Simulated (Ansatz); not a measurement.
System: Ag3Os.

```yaml
crystal:
  lattice:
    - [4.06122, 0.00000, 0.00000]
    - [0.00000, 4.06122, 0.00000]
    - [0.00000, 0.00000, 4.06122]
  atoms:
    - { symbol: Ag, position: [0.00000, 0.50000, 0.50000] }
    - { symbol: Ag, position: [0.50000, 0.00000, 0.50000] }
    - { symbol: Ag, position: [0.50000, 0.50000, 0.00000] }
    - { symbol: Os, position: [0.00000, 0.00000, 0.00000] }
```

Space group Pm-3m; started from the Cu3Au (L1_2)_221 prototype, which need not be the ambient phase; computed without spin polarisation.

Method: DFT PBE, scalar-relativistic, plane waves, PAW in Ansatz 0.2.0.

Q: What will maps of the valence pseudo-density and electron localisation function show?

A: Ag–Ag (2.87 Å): the density is about 0.22 e/Å³ at the midpoint; the ELF is about 0.15 at the midpoint (no localised pair shows between them).
Ag–Os (2.87 Å): ρ is about 0.28 e/Å³ halfway; the ELF is about 0.30 at the midpoint; no localised pair shows between them.

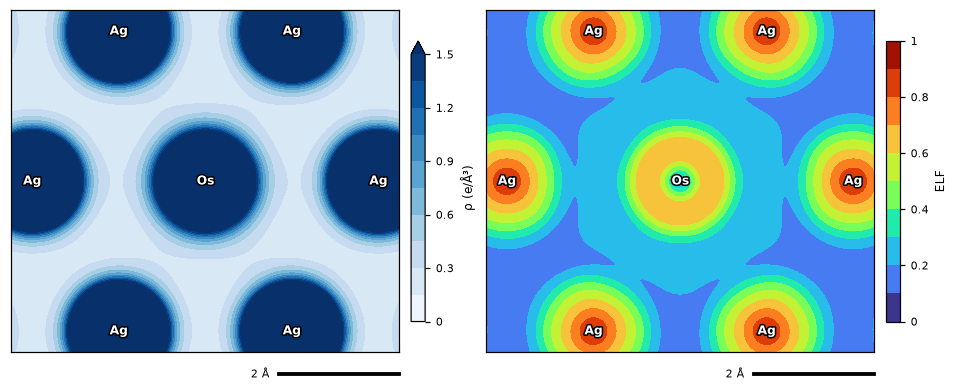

Computed valence pseudo-density and electron localisation function on the (111) plane of the conventional cell, in this order. 
